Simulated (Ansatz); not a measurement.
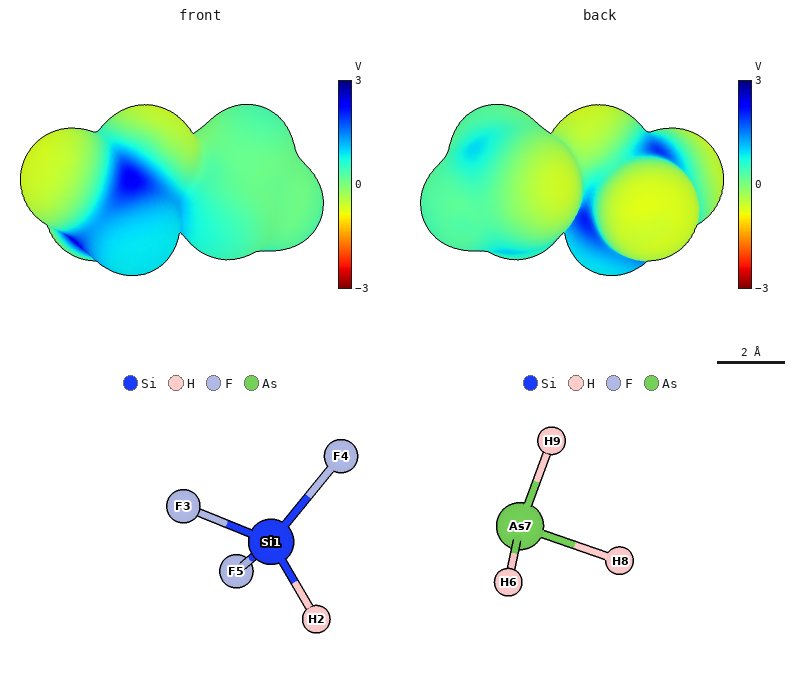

F$_{3}$HSi···AsH$_{3}$. The molecular electrostatic potential painted on the density surface at 0.002 e/bohr³, seen from the front and from behind; the colour scale runs from red (negative) to blue (positive). The bare structure is drawn below in the same view.

These are results of RKS B3LYP-D4/def2-SVP (Ansatz), not measurements.

Input file:

```
crystal:
  periodic: [false, false, false]
  atoms:
    - { symbol: Si, position_ang: [-0.698023, 0.466411, -1.423327] }
    - { symbol: H, position_ang: [-1.30391, 0.583154, -0.124887] }
    - { symbol: F, position_ang: [-1.380678, 1.447688, -2.497571] }
    - { symbol: F, position_ang: [0.862418, 0.846469, -1.325752] }
    - { symbol: F, position_ang: [-0.815398, -1.033172, -1.981724] }
    - { symbol: H, position_ang: [-0.245447, -0.130358, 1.322587] }
    - { symbol: As, position_ang: [0.984112, -1.010775, 1.39978] }
    - { symbol: H, position_ang: [0.716179, -1.345807, 2.869262] }
    - { symbol: H, position_ang: [1.880848, 0.17649, 1.761532] }
basis:
  gaussian: { orbitals: def2-SVP }
hamiltonian:
  xc: b3lyp
  dispersion: d4
relax:
  f_tol: 0.03
  max_steps: 50
output:
  orbitals: {}
```

Run with:

```sh
ansatz run input.yaml --threads 2 --pin off --max-ram 3072MiB --backend cpu --events-out ev --progress --plain --runs-dir out
```

The fields are those of the run's last geometry, not of the input's.

> Where is the surface potential most negative and most positive?

The most negative region (about −0.7 V, or −16 kcal/mol for a unit charge) lies over F3 and F5, the most positive (about +2.3 V, or +53 kcal/mol for a unit charge) over Si1.
